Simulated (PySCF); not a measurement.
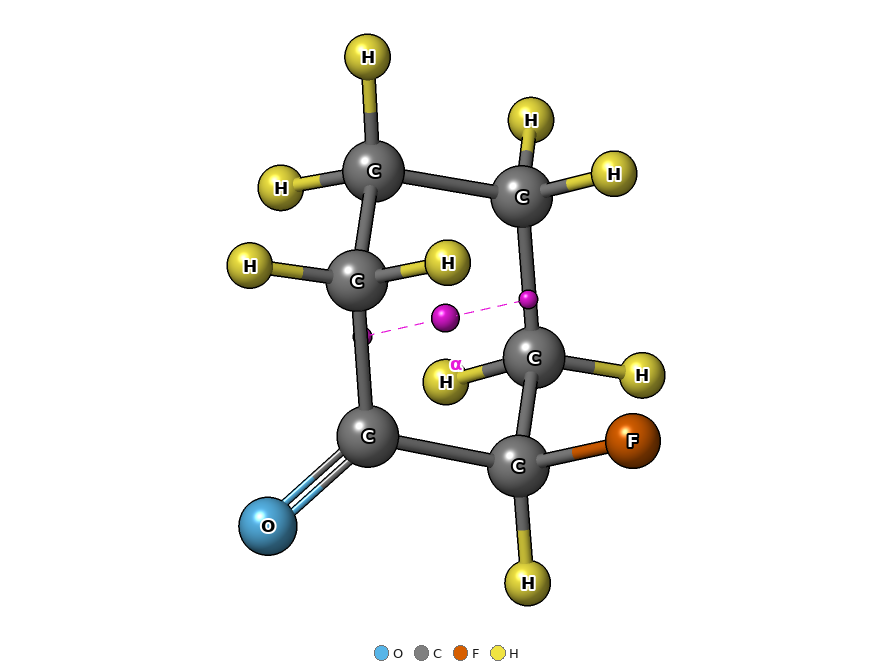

The small points mark where nucleus-independent chemical shifts (NICS) were computed: at the centre of each lettered ring and 1 Å above and below it. The geometry was computed by an optimisation with GFN2-xTB. No frequency run is at hand to confirm it as a minimum. Method: GIAO PBE0/pcSseg-1 NMR shielding, non-relativistic, gas phase (PySCF 2.14.0).

Give NICS(0), NICS(1) and the out-of-plane component NICS(1)zz for each ring (means of the two sides).

```json
{"ring": "α", "members": "C6", "NICS(0)": "−0.8", "NICS(1)": "−1.8", "NICS(1)zz": "2.6"}
```

Values in ppm.

Question. What do the values say about the ring currents?

Answer. Ring α: weak, as in a non-aromatic ring. NICS is one index among several.
